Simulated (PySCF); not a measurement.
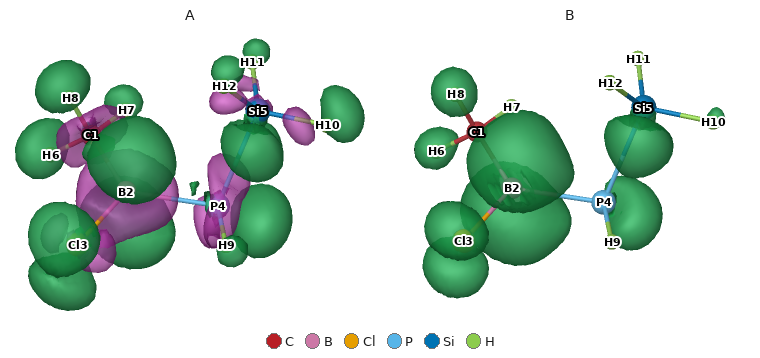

CH7BClPSi, SMILES `CB(Cl)P[SiH3]`. The Fukui function f⁺ from two separate SCF calculations and the density of the LUMO, at ±0.015 e/Å³ (green positive, purple negative).

Method: B3LYP/6-311G**; geometry: GFN2-xTB; program: PySCF. No frequency check shows the geometry to be a minimum. GFN2-xTB bond lengths at metals and heavier atoms can be off by up to 0.1 Å and shapes distorted, which carries into these values.

The calculation's input:

```python
import numpy as np
from pyscf import gto, scf, dft
from pyscf.scf import atom_ks, atom_hf
from scipy.linalg import block_diag

def solve(mol, dm0=None, hcore=None):
    mf = (dft.UKS if mol.spin else dft.RKS)(mol, xc='b3lyp')
    mf.grids.level = 3
    mf = mf.density_fit(auxbasis='def2-universal-jkfit')
    mf.conv_tol, mf.max_cycle = 1e-8, 80
    if hcore is not None:
        mf.get_hcore = lambda *args: hcore
    mf.kernel(dm0)
    if not mf.converged:
        mf = mf.newton().run(mf.mo_coeff, mf.mo_occ, max_cycle=30)
    assert mf.converged, 'SCF not converged'
    return mf

mol = gto.M(atom='''
C     -0.91447     1.87641    -0.26417
B     -0.84272     0.29866    -0.18764
Cl    -2.19675    -0.57492     0.41088
P      0.64044    -0.64350    -0.83533
Si     2.27960     0.07404     0.49270
H     -1.82956     2.21675    -0.74793
H     -0.07181     2.30888    -0.80127
H     -0.92368     2.31232     0.73532
H      0.41039    -1.87153    -0.24988
H      3.36513    -0.88562     0.30468
H      2.64293     1.40702     0.01365
H      1.93092     0.14988     1.91581
''', basis='6-311g**', charge=0, spin=0, verbose=4)
mf = solve(mol)
out = dict(e0=mf.e_tot, dm0=mf.make_rdm1(), c=mf.mo_coeff, occ=mf.mo_occ, eps=mf.mo_energy)
for name, dq, spin in [('cation', 1, 1), ('anion', -1, 1)]:
    ion = mol.copy().set(charge=mol.charge + dq, spin=spin).build()
    mi = solve(ion)
    if spin and dq > 0 and mol.nao < 130:
        c, _, stable, _ = mi.stability(return_status=True)
        if not stable:
            mi = solve(ion, mi.make_rdm1(c, mi.mo_occ))
    print(name, 'vertical energy change / eV', (mi.e_tot - mf.e_tot) * 27.211386)
    out.update({'e_' + name: mi.e_tot, 'dm_' + name: mi.make_rdm1(), 's2_' + name: mi.spin_square()[0], 'eps_' + name: mi.mo_energy, 'occ_' + name: mi.mo_occ})
# spherically averaged free atoms, for the promolecule
atm = atom_ks.get_atm_nrks(mol, xc='b3lyp')
pro = block_diag(*[(atm[a[0]][2] * atm[a[0]][3]) @ atm[a[0]][2].T for a in mol._atom])
np.savez('result.npz', pro=pro, **out)
```

Run with:

```sh
OMP_NUM_THREADS=1 python input.py
```

The run took 3.9 min on 1 thread of Intel(R) Xeon(R) Processor @ 2.50GHz (Skylake/Cascade Lake), on a shared host, peak memory 0.77 GiB.

Partitions, critical points and surface values were worked out afterwards from this run's density.

Question: Which panel is which, and how good is the frozen-orbital picture?

Answer: A is f⁺ (it has negative regions), B the LUMO density. The LUMO lies on B2 (41 %), P4 (16 %) and Cl3 (15 %); f⁺ (Hirshfeld-condensed) is largest on B2 (0.21), Cl3 (0.18) and P4 (0.15); the vertical electron affinity is −0.22 eV (the stability of the anion's solution wasn't checked; negative, but this basis has no diffuse functions, so it doesn't show that the anion is unbound). Relaxation shifts 24 % of the electron between atoms. The orbital energy is −1.56 eV.
